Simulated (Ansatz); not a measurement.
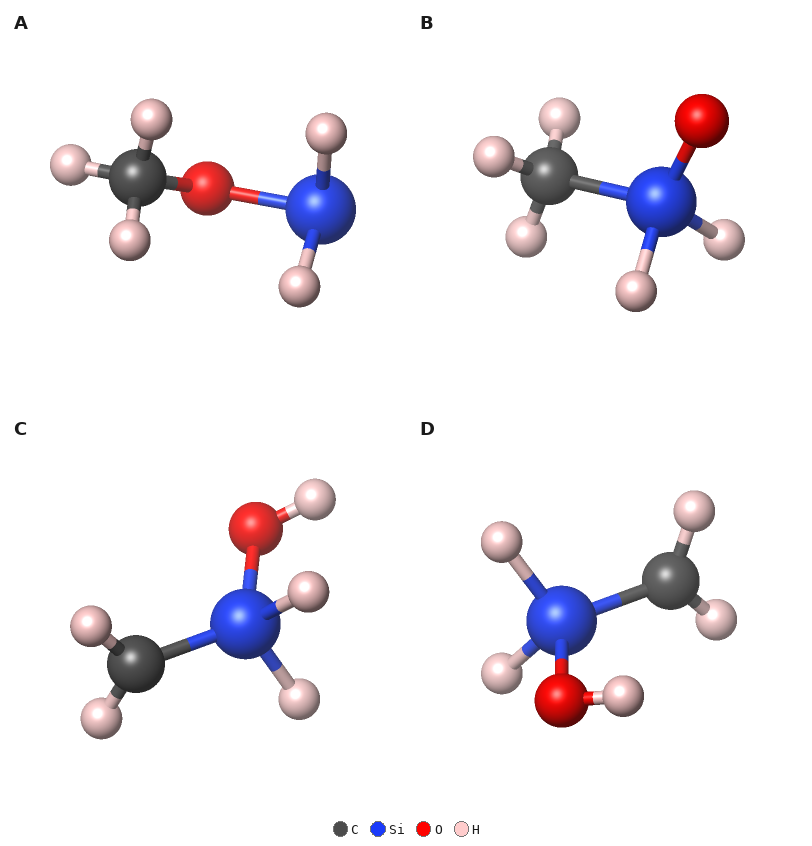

4 stationary structures of one formula. The species has charge −1 and is a spin singlet. Geometries: PBE0-D4/def2-TZVPD. Electronic energies: RHF-CCSD(T) (frozen core)/def2-TZVPPD (Ansatz 0.2.0), without zero-point energy. No frequency run is at hand to confirm each as a minimum. Each is one conformer, not always the lowest.

> Which structure is the most stable?

B is lowest (Cs); D lies 1.118 eV above it (C1), C lies 1.252 eV above it, A lies 1.761 eV above it (Cs).
